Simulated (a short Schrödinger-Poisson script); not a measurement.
System: symmetric double-gate stack, Si3N4 on p-type Si(100), at 300 K.

```tsv
layer	material	thickness (nm)	Na (cm⁻³)
1	Si3N4	3.1	-
2	Si	5	2e17
3	Si3N4	3.1	-
```

Constants are typed, rounded textbook-type inputs, not results; the design itself was drawn at random and stands for no fabricated device. Si3N4: permittivity 7.5, conduction-band edge (eV) 1.95, gap (eV) 5.1, electron mass (mₑ) 0.5. Si: permittivity 11.7, conduction-band edge (eV) 0, gap (eV) 1.124, Nv at 300 K (cm⁻³) 3.1e19.

Channel valleys (confinement mass, in-plane density-of-states mass, number): Δ2 0.916, 0.19, 2; Δ4 0.19, 0.417, 4. At the gates, both at one voltage, the conduction-band edge of layer 1 lies 2.38 eV − eVg above the Fermi level of the channel. Gaps are held at their typed values at every temperature. Mesh 0.03 nm at interfaces.

Solved with a short Schrödinger-Poisson script written for these runs: 1D Poisson equation in equilibrium, electrons quantum, Hartree (BenDaniel-Duke, 12 states a valley, the channel's in-plane mass for all, wave functions ending at the dielectric), parabolic valleys, classical holes, full ionisation, no traps, pinning or gate leakage.

Only gate voltages with over 1e8 electrons/cm² are shown.

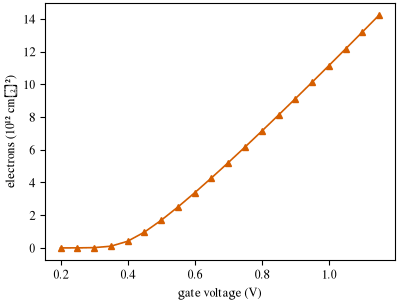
Figure: Sheet density against gate voltage

| Vg (V) | electrons (cm⁻²) | C (μF/cm²) | Δ2 E0 (meV) | Δ2 E1 (meV) | Δ4 E0 (meV) | Δ4 E1 (meV) |
|---|---|---|---|---|---|---|
| 0.2 | 3.84e8 | < 0.003 | 251.0 | 300.1 | 313.8 | 551.1 |
| 0.3 | 1.78e10 | 0.109 | 151.9 | 200.9 | 214.6 | 451.9 |
| 0.4 | 4.05e11 | 1.42 | 70.6 | 118.8 | 133.4 | 369.7 |
| 0.5 | 1.69e12 | 2.49 | 32.4 | 77.7 | 95.2 | 328.7 |
| 0.6 | 3.37e12 | 2.85 | 12.8 | 54.7 | 75.9 | 305.9 |
| 0.7 | 5.21e12 | 3.03 | -0.1 | 38.4 | 63.5 | 290.0 |
| 0.8 | 7.14e12 | 3.14 | -9.8 | 25.3 | 54.5 | 277.5 |
| 0.9 | 9.12e12 | 3.21 | -17.7 | 14.4 | 47.4 | 267.2 |
| 1 | 1.11e13 | 3.27 | -24.5 | 4.7 | 41.6 | 258.3 |
| 1.1 | 1.32e13 | 3.31 | -30.6 | -3.9 | 36.8 | 250.5 |

Subbands count from the Fermi level. The capacitance is that of both gates.
